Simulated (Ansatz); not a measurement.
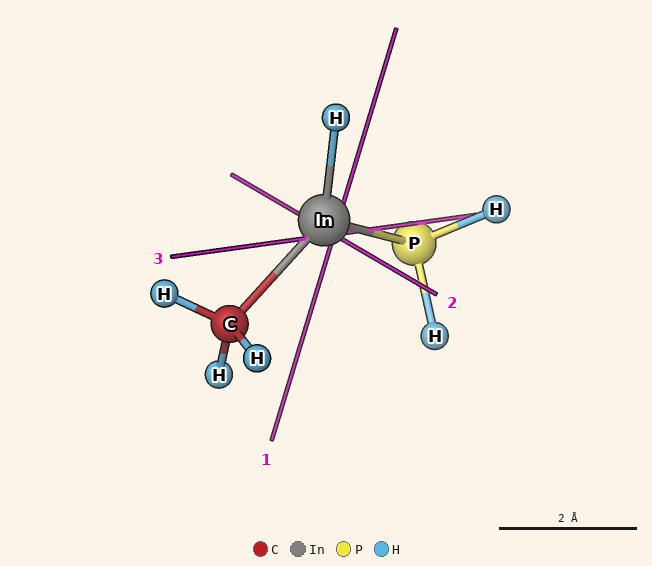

The three principal axes of inertia are drawn and numbered. Depth is shown by fading: the farther an atom, the more it takes the colour of the background. Computed geometry: PBE0-D4/def2-TZVP optimisation. Masses are those of the most abundant isotopes; constants are for the rigid equilibrium geometry.

Which line is the a axis (least moment of inertia), which b and which c?

a is line 3, b is line 1, c is line 2; the moments are 49.5, 216, 258 u Å².

Classify the rotor and give the rotational constants (cm⁻¹).

An asymmetric top (C1): A = 0.340, B = 0.0782, C = 0.0652 cm⁻¹. Ray's parameter κ is −0.91, close to the prolate limit.
